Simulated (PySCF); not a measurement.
# TiS₂: a ladder of methods

How much do the numbers for TiS₂ (singlet) hang on the method? All levels run at one geometry, the PBE0 minimum.

Program: PySCF 2.14.0. Level of theory: several methods, basis Ti def2-TZVP, S def2-TZVP, no relativity, density fitting. These are calculated values, not measurements.

### Step 1. The starting structure

3 atoms, charge 0, spin multiplicity 1.

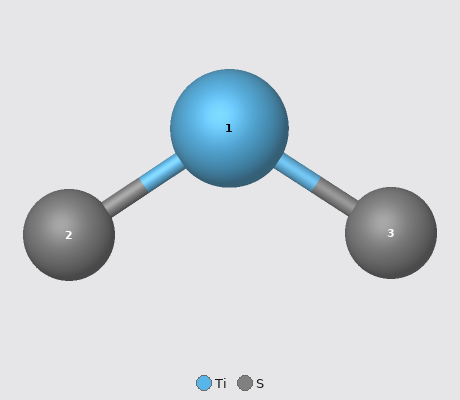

The starting geometry (titanium blue, sulfur grey); atoms are numbered from 1 in the order of the file.

Coordinates in bohr (charge 0 multiplicity 1):
```
Ti   -0.1592   -1.2130    0.0000
S     0.1194    0.9096    3.2632
S     0.1194    0.9096   -3.2632
```

### Step 2. PBE0

One driver script runs all steps and calls PySCF; scf.py shows the equivalent input of each level. Each SCF starts from the density of the minimum. The driver also runs the species with one electron less or more at the same geometry (one less: multiplicity 2, one more: multiplicity 2); their logs are not shown.

scf.py

```python
from pyscf import gto, scf, dft
mol = gto.M(atom='''
Ti    -0.084266    -0.641900     0.000000
S      0.063186     0.481323     1.726794
S      0.063186     0.481323    -1.726794''',
    basis={'Ti': 'def2-TZVP', 'S': 'def2-TZVP'},
    charge=0, spin=0)
mf = dft.RKS(mol, xc='PBE0')
mf.grids.atom_grid = (99, 590)
aux = {'Ti': 'def2-universal-JKFIT', 'S': 'def2-universal-JKFIT'}
mf = mf.density_fit(auxbasis=aux)
mf.kernel()
```

### Step 3. HF

Edit scf.py of step 2 so:

```diff
@@ -8,2 +8 @@
-mf = dft.RKS(mol, xc='PBE0')
-mf.grids.atom_grid = (99, 590)
+mf = scf.RHF(mol)
```

### Step 4. MP2

Edit scf.py of step 3 so:

```diff
@@ -11,0 +12,2 @@
+from pyscf.mp import dfmp2
+dfmp2.DFMP2(mf, frozen=15).kernel()  # the driver gives MP2 a fitting basis of its own (RI)
```

### Step 5. PBE

Edit scf.py of step 4 so:

```diff
@@ -8 +8,2 @@
-mf = scf.RHF(mol)
+mf = dft.RKS(mol, xc='PBE')
+mf.grids.atom_grid = (99, 590)
@@ -12,2 +12,0 @@
-from pyscf.mp import dfmp2
-dfmp2.DFMP2(mf, frozen=15).kernel()  # the driver gives MP2 a fitting basis of its own (RI)
```

(Steps that only read results are left out.)

Before running it: what results should come out? Wanted: atomisation energy, range; vertical ionisation energy, range; vertical electron affinity, range; orbital gap, range.

As calculated:

| quantity | value |
| --- | --- |
| atomisation energy, range | 226 (HF) to 1043 (PBE) kJ/mol |
| vertical ionisation energy, range | 6.85 (HF) to 11.14 (MP2) eV |
| vertical electron affinity, range | 0.55 (MP2) to 2.50 (HF) eV |
| orbital gap, range | 1.42 (PBE) to 8.33 (HF) eV |

The atomisation energy spreads over 817 kJ/mol, from HF to PBE; without a CCSD(T) value for it there is no yardstick here. Spin contamination is strong in at least one of the open-shell species at HF, MP2. Without diffuse functions electron affinities tend to come out too low.
